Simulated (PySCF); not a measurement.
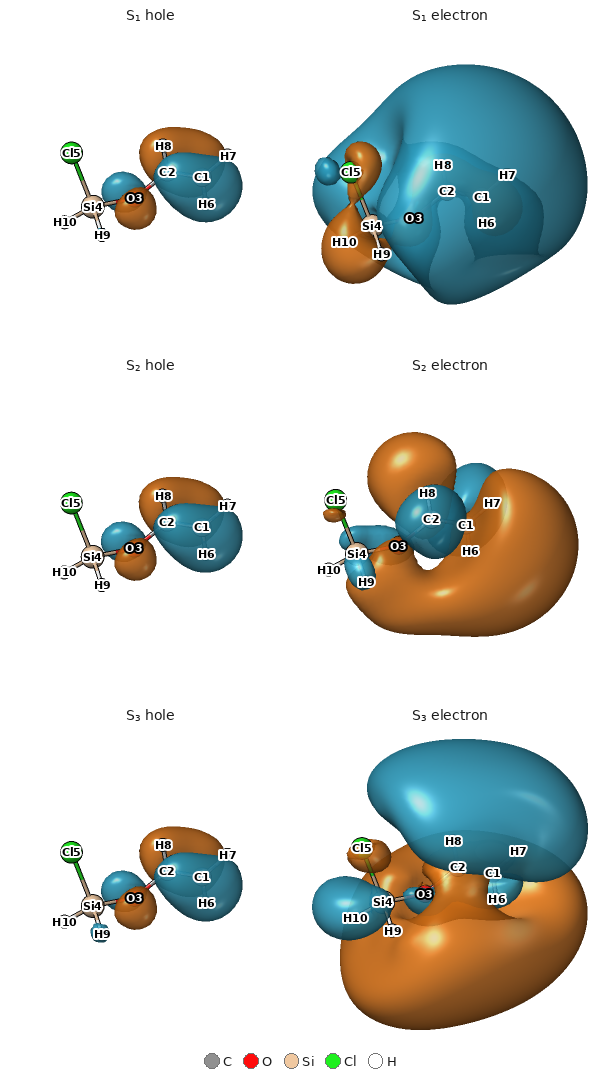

*C2H5ClOSi, SMILES `C=CO[SiH2]Cl`. Leading natural transition orbitals (TDHF singlet states).*

Computed with PySCF, HF/6-311+G**, geometry: GFN2-xTB. No frequency check shows the geometry to be a minimum. GFN2-xTB bond lengths at metals and heavier atoms can be off by up to 0.1 Å and shapes distorted, which carries into these values.

Input

```python
import numpy as np
from pyscf import gto, scf, dft, tdscf
from pyscf.scf import atom_ks, atom_hf
from scipy.linalg import block_diag

def solve(mol, dm0=None, hcore=None):
    mf = scf.UHF(mol) if mol.spin else scf.RHF(mol)
    mf = mf.density_fit(auxbasis='def2-universal-jkfit')
    mf.conv_tol, mf.max_cycle = 1e-8, 80
    if hcore is not None:
        mf.get_hcore = lambda *args: hcore
    mf.kernel(dm0)
    if not mf.converged:
        mf = mf.newton().run(mf.mo_coeff, mf.mo_occ, max_cycle=30)
    assert mf.converged, 'SCF not converged'
    return mf

mol = gto.M(atom='''
C      2.97819     0.38407     0.00039
C      1.66329     0.47839     0.07097
O      0.84973    -0.57139    -0.18534
Si    -0.71173    -0.90177     0.08264
Cl    -1.82409     0.77477    -0.04600
H      3.45865    -0.54523    -0.24870
H      3.60156     1.23684     0.18971
H      1.15802     1.40466     0.32039
H     -0.88685    -1.43606     1.42746
H     -1.00431    -1.81020    -1.00925
''', basis='6-311+g**', charge=0, spin=0, verbose=4)
mf = solve(mol)
td = mf.TDHF()
td.nstates, td.singlet, td.conv_tol = 5, True, 1e-5
td.kernel()
td.analyze()
x, y = np.array([p[0] for p in td.xy]), np.array([p[1] + 0 * p[0] for p in td.xy])
f, mu = td.oscillator_strength(), td.transition_dipole()
nto = [td.get_nto(state=i + 1, verbose=4) for i in range(len(td.e))]
# spherically averaged free atoms, for the promolecule
atm = scf.atom_hf.get_atm_nrhf(mol)
pro = block_diag(*[(atm[a[0]][2] * atm[a[0]][3]) @ atm[a[0]][2].T for a in mol._atom])
np.savez('result.npz', e=td.e, f=f, ok=td.converged, w=[n[0] for n in nto], nto=[n[1] for n in nto], x=x, y=y, c=mf.mo_coeff, occ=mf.mo_occ, eps=mf.mo_energy, pro=pro, mu=mu)
```

Run with:

```sh
OMP_NUM_THREADS=1 python input.py
```

The run took 8.9 min on 1 thread of Intel(R) Xeon(R) Processor @ 2.50GHz (Skylake/Cascade Lake), with other jobs on the host, peak memory 0.48 GiB.

**Describe these excited states.**

By state:
- S₁: 7.03 eV (176 nm), f = 0.124 (bright), diffuse (Rydberg-like) orbital; the leading pair carries 99 %; hole on C1 (43 %), C2 (31 %) and O3 (14 %), electron on C1 (29 %), C2 (25 %) and Si4 (17 %) (atom shares of so diffuse an orbital are rough); their centroids lie 0.6 Å apart.
- S₂: 7.23 eV (171 nm), f = 0.464 (bright); the leading pair carries 97 %; hole on C1 (43 %), C2 (31 %) and O3 (13 %), electron on C1 (37 %), C2 (30 %) and Si4 (7 %); their centroids lie 0.5 Å apart.
- S₃: 7.60 eV (163 nm), f = 0.011, diffuse (Rydberg-like) orbital; the leading pair carries 98 %; hole on C1 (42 %), C2 (30 %) and O3 (14 %), electron on C1 (25 %), Si4 (23 %) and C2 (18 %) (atom shares of so diffuse an orbital are rough); their centroids lie 0.5 Å apart.
